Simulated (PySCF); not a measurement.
Molecule: C3H11GaO, singlet. Atoms near the plane z = 1.2 Å, at the GFN2-xTB optimised geometry (x, y, z in Å): Ga1 (-0.6, -1.5, 0.0), C3 (1.4, -1.5, 0.0), H5 (1.8, -2.5, -0.1), H6 (1.8, -1.1, 0.9), C7 (-1.7, -2.1, 1.6), H8 (-1.3, -1.7, 2.5), H9 (-1.7, -3.2, 1.7), H10 (-2.8, -1.8, 1.6), C11 (-0.9, 1.8, 0.9), O12 (-1.1, 0.7, 0.0), H13 (-0.2, 2.5, 0.4), H14 (-0.4, 1.4, 1.8), H15 (-1.8, 2.2, 1.1).

Level of theory: PySCF 2.14.0 with PBE0/def2-TZVP. Cells within 0.4 Å of a nucleus heavier than hydrogen are left out (blank, or x). The values are rescaled to run from 0 to 1.

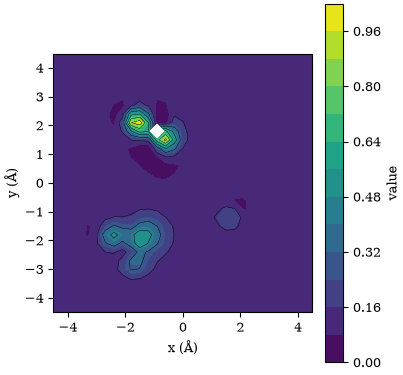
Figure: a field on the plane z = 1.2 Å.

Problem. Which quantity is mapped?
A. an orbital amplitude
B. log10 of the electron density
C. deformation density (molecule minus spherical neutral atoms)
D. Laplacian of the electron density

Solution. C, deformation density (molecule minus spherical neutral atoms). In full: deformation density (molecule minus spherical neutral atoms) (e/bohr³).
